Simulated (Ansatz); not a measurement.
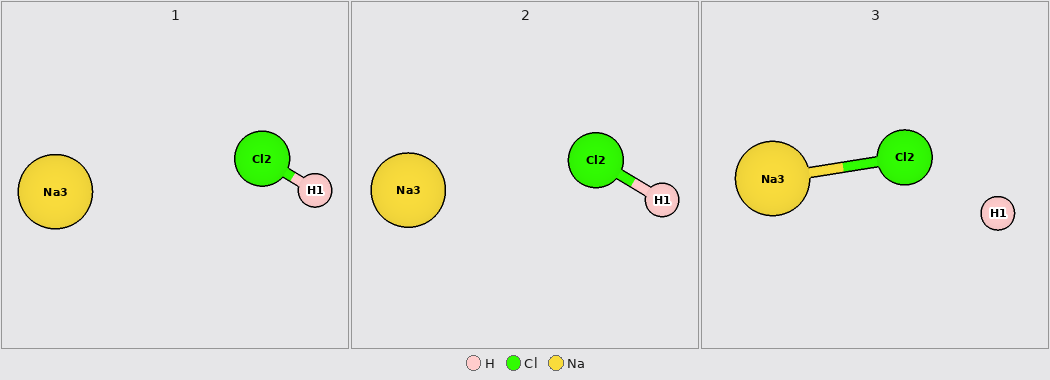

The system H + ClNa, spin multiplicity 2. First axis: distance H1–Cl2. Second axis: distance Cl2–Na3. Nothing is relaxed (the angle H1–Cl2–Na3 is fixed at 140 degrees). The scan uses a 15 × 15 grid. Points are written as (first, second). All energies are given in kJ/mol relative to H far from the relaxed ClNa (each part in its own basis). Method: UKS PBE-D4/def2-SVPD (Ansatz).

The numbered pictures are structures from this grid.

Rank them by energy, lowest first.

2, at (1.334 Å, 3.270 Å): −47 kJ/mol; 3, at (1.876 Å, 2.303 Å): 4.0 kJ/mol; 1, at (1.064 Å, 3.606 Å): 85 kJ/mol.

The map, with the structures marked:

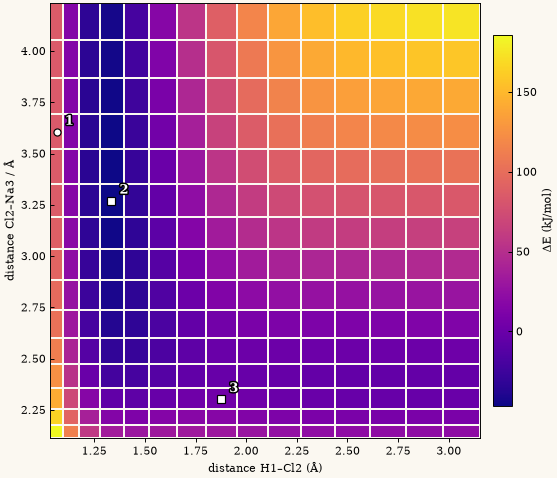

In the figure: one coloured cell a grid point.
